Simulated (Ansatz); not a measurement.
# One shape, several levels: triplet Si2H6

We compute a comparison of 6 runs (UHF/aug-cc-pVDZ, U-revPBE/aug-cc-pVDZ, UBHLYP/aug-cc-pVDZ, UMP2/aug-cc-pVDZ, UBCCD(T)/aug-cc-pVDZ, UCCSD/aug-cc-pVDZ) of triplet Si2H6. 

The calculation is run with Ansatz 0.2.0.

35 further runs of the same task are left out: 7 that didn't finish, 28 set aside as unsound or not needed. Runs told in other sessions of the task aren't counted.

### 1 The structure to begin with

Si2H6 has 8 atoms, charge 0, and is taken as a triplet. As SMILES of the parent species, `[SiH3][SiH3]`. The shape is that of a PBE0-D4/def2-TZVP optimisation. That shape belongs to the parent species and isn't relaxed for this state.

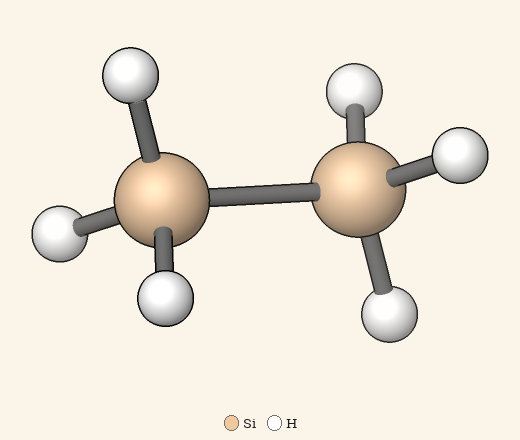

Viewed from a chosen angle; silicon light orange, hydrogen white.

### 2 The energy at UHF/aug-cc-pVDZ (run 1)

in.yaml

```yaml
crystal:
  periodic: [false, false, false]
  atoms:
    - symbol: Si
      position_ang: [-0.340500, 0.490200, -1.004900]
    - symbol: Si
      position_ang: [0.363500, -0.504400, 0.991000]
    - symbol: H
      position_ang: [0.833900, 0.948200, -1.794900]
    - symbol: H
      position_ang: [-1.112900, -0.483900, -1.821900]
    - symbol: H
      position_ang: [-1.208000, 1.664100, -0.717900]
    - symbol: H
      position_ang: [1.139000, 0.468600, 1.806300]
    - symbol: H
      position_ang: [1.228100, -1.680500, 0.704000]
    - symbol: H
      position_ang: [-0.811000, -0.959200, 1.782600]
basis:
  gaussian:
    orbitals: aug-cc-pVDZ
magnetization:
  spin_polarized: true
  initial_magnetization: 2
hamiltonian:
  xc: hf
accuracy: high
output: {orbitals: {seedname: orbitals}}
```

Launch:

```console
$ ansatz run in.yaml --threads 1 --pin off --max-ram 3480MiB --events-out events.jsonl --progress --plain --runs-dir runs
```

Output:

```text
Warning: RAYON_NUM_THREADS=1 ignored (pool sized by the plan → 1); use --threads N
Functional definition: HF
  name "HF"
  exchange = exact_x
  correlation = 0
2209 factors; integrals over basis functions are off by at most 3.3e-9 eV
mean field evaluation 1: about -15810.4356 eV, gradient 1.0e1 eV
mean field evaluation 2: about -15810.4412 eV, gradient 1.0e1 eV
mean field evaluation 4: about -15811.8944 eV, gradient 1.4e0 eV
mean field evaluation 8: about -15811.9278 eV, gradient 2.1e-2 eV
mean field evaluation 16: about -15811.9276 eV, gradient 3.7e-4 eV
mean field evaluation 32: about -15811.6440 eV, gradient 7.5e0 eV
mean field evaluation 64: about -15812.4855 eV, gradient 3.4e-1 eV
mean field evaluation 96: about -15812.3597 eV, gradient 5.3e-1 eV
mean field evaluation 128: about -15812.1597 eV, gradient 1.4e0 eV
mean field evaluation 160: about -15811.9261 eV, gradient 1.8e-1 eV
mean field evaluation 192: about -15812.4910 eV, gradient 3.8e-3 eV
mean field evaluation 224: about -15812.4906 eV, gradient 4.7e-2 eV
mean field evaluation 256: about -15812.4908 eV, gradient 8.7e-3 eV
mean field evaluation 288: about -15811.9043 eV, gradient 1.1e0 eV
mean field evaluation 320: about -15812.4859 eV, gradient 2.0e-1 eV
mean field evaluation 352: about -15811.8867 eV, gradient 1.4e0 eV
mean field evaluation 384: about -15811.9735 eV, gradient 5.2e-1 eV
mean field -15812.49156599 eV, -581.0983469585 hartree, gradient 3.0e-8 eV, S^2 2.013431; 6 other end points of the search recorded, 0 dependent functions left out
reference -15812.49156599 eV, -581.0983469585 hartree; 18, 16 occupied and 90, 92 virtual orbitals, 2209 factors
Total energy: -15812.49156599 eV, -581.0983469585 hartree
```

It took 38 s on 1 thread of Arm Neoverse V1, shared host; peak memory 0.38 GiB.

### 3 A single-point energy at U-revPBE/aug-cc-pVDZ (run 2)

in.yaml

```yaml
basis:
  gaussian:
    orbitals: aug-cc-pVDZ
crystal:
  periodic: [false, false, false]
  atoms:
    - {symbol: Si, position_ang: [-0.340500, 0.490200, -1.004900]}
    - {symbol: Si, position_ang: [0.363500, -0.504400, 0.991000]}
    - {symbol: H, position_ang: [0.833900, 0.948200, -1.794900]}
    - {symbol: H, position_ang: [-1.112900, -0.483900, -1.821900]}
    - {symbol: H, position_ang: [-1.208000, 1.664100, -0.717900]}
    - {symbol: H, position_ang: [1.139000, 0.468600, 1.806300]}
    - {symbol: H, position_ang: [1.228100, -1.680500, 0.704000]}
    - {symbol: H, position_ang: [-0.811000, -0.959200, 1.782600]}
magnetization:
  spin_polarized: true
  initial_magnetization: 2
hamiltonian:
  xc: {name: revPBE}
accuracy: high
output:
  orbitals: {seedname: orbitals}
```

Launch:

```console
$ ansatz run in.yaml --threads 1 --pin off --max-ram 3480MiB --events-out events.jsonl --progress --plain --runs-dir runs
```

Output, cut to the lines that bear on the results:

```text
Warning: RAYON_NUM_THREADS=1 ignored (pool sized by the plan → 1); use --threads N
Functional definition: revPBE
  name "revPBE"
[...]
2209 factors; integrals over basis functions are off by at most 3.3e-9 eV
[...]
mean field -15842.84739697 eV, -582.2139031711 hartree, gradient 9.1e-8 eV, S^2 2.004743; 20 other end points of the search recorded, 0 dependent functions left out
reference -15842.84740725 eV, -582.2139035489 hartree; 18, 16 occupied and 90, 92 virtual orbitals, 2209 factors
Total energy: -15842.84740725 eV, -582.2139035489 hartree
```

Wall time 2.6 min (1 thread of Arm Neoverse V1, shared host); peak memory 0.44 GiB.

Runs 3 to 4 aren't shown in full; the table further down has their settings and results.

### 4 The energy at UBCCD(T)/aug-cc-pVDZ (run 5)

job.yaml

```yaml
crystal:
  periodic: [false, false, false]
  atoms:
    - {symbol: Si, position_ang: [-0.340500, 0.490200, -1.004900]}
    - {symbol: Si, position_ang: [0.363500, -0.504400, 0.991000]}
    - {symbol: H, position_ang: [0.833900, 0.948200, -1.794900]}
    - {symbol: H, position_ang: [-1.112900, -0.483900, -1.821900]}
    - {symbol: H, position_ang: [-1.208000, 1.664100, -0.717900]}
    - {symbol: H, position_ang: [1.139000, 0.468600, 1.806300]}
    - {symbol: H, position_ang: [1.228100, -1.680500, 0.704000]}
    - {symbol: H, position_ang: [-0.811000, -0.959200, 1.782600]}
basis:
  gaussian:
    orbitals: aug-cc-pVDZ
magnetization:
  spin_polarized: true
  initial_magnetization: 2
correlation:
  method: bccd_t
  frozen_orbitals: {H: 0, Si: 5}
accuracy: high
scf:
  omitted_lower_state_checks: [cluster_reference, increment]
```

Launch:

```console
$ ansatz run job.yaml --threads 1 --pin off --max-ram 3480MiB --events-out events.jsonl --progress --plain --runs-dir runs
```

Output:

```text
Warning: RAYON_NUM_THREADS=1 ignored (pool sized by the plan → 1); use --threads N
[... 16 lines left out ...]
10 core orbitals not correlated: weight in the atoms' cores, before any rotation towards them, 1.000 or more for the frozen orbitals, at most 0.000 for the correlated occupied ones
[... 73 lines left out ...]
Total energy: -15819.98474578 eV, -581.3737162368 hartree
Checks for a lower state left out: cluster_reference, increment
```

Run time: 3.5 min. Hardware: 1 thread of Arm Neoverse V1, shared host; peak memory 2.3 GiB.

### 5 A single-point energy at UCCSD/aug-cc-pVDZ (run 6)

molecule.yaml

```yaml
crystal:
  periodic: [false, false, false]
  atoms:
    - {symbol: Si, position_ang: [-0.340500, 0.490200, -1.004900]}
    - {symbol: Si, position_ang: [0.363500, -0.504400, 0.991000]}
    - {symbol: H, position_ang: [0.833900, 0.948200, -1.794900]}
    - {symbol: H, position_ang: [-1.112900, -0.483900, -1.821900]}
    - {symbol: H, position_ang: [-1.208000, 1.664100, -0.717900]}
    - {symbol: H, position_ang: [1.139000, 0.468600, 1.806300]}
    - {symbol: H, position_ang: [1.228100, -1.680500, 0.704000]}
    - {symbol: H, position_ang: [-0.811000, -0.959200, 1.782600]}
basis:
  gaussian:
    orbitals: aug-cc-pVDZ
scf:
  omitted_lower_state_checks: [cluster_reference, increment]
magnetization:
  spin_polarized: true
  initial_magnetization: 2
accuracy: high
correlation:
  method: ccsd
  frozen_orbitals: {H: 0, Si: 5}
```

Launch:

```console
$ ansatz run molecule.yaml --threads 1 --pin off --max-ram 3480MiB --events-out events.jsonl --progress --plain --runs-dir runs
```

Output:

```text
Warning: RAYON_NUM_THREADS=1 ignored (pool sized by the plan → 1); use --threads N
[... 16 lines left out ...]
10 core orbitals not correlated: weight in the atoms' cores, before any rotation towards them, 1.000 or more for the frozen orbitals, at most 0.000 for the correlated occupied ones
[... 68 lines left out ...]
Total energy: -15819.78131658 eV, -581.3662403512 hartree
Checks for a lower state left out: cluster_reference, increment
```

Run time: 2.3 min. Hardware: 1 thread of Arm Neoverse V1, shared host; peak memory 1.6 GiB.

### 6 Overview of the runs

| run | level | frozen core orbitals | energy (Eh) | ⟨S²⟩ | wall time |
| --- | --- | --- | --- | --- | --- |
| 1 | UHF/aug-cc-pVDZ | – | -581.098347 | 2.013 | 38 s |
| 2 | U-revPBE/aug-cc-pVDZ | – | -582.213904 | 2.005 | 2.6 min |
| 3 | UBHLYP/aug-cc-pVDZ | – | -582.313710 | 2.007 | 2.2 min |
| 4 | UMP2/aug-cc-pVDZ | 10 | -581.310462 | 2.013 | 32 s |
| 5 | UBCCD(T)/aug-cc-pVDZ | 10 | -581.373716 | 2.013 | 3.5 min |
| 6 | UCCSD/aug-cc-pVDZ | 10 | -581.366240 | 2.013 | 2.3 min |

### 7 Outcome

```
                                           quantity          value
                                run 6: total energy  -581.36624 Eh
run 6: correlation energy (10 core orbitals frozen)     -267.9 mEh
           run 6: ⟨S²⟩ of the reference determinant          2.013
                               run 6: T1 diagnostic          0.019
```

What this shows: Below the UHF energy at the same shape and in the same basis (aug-cc-pVDZ): UMP2 -212.1 mEh; UBCCD(T) -275.4 mEh; UCCSD -267.9 mEh. Totals of different functionals can't be ranked against each other. All runs together took 12 min, the longest 3.5 min.
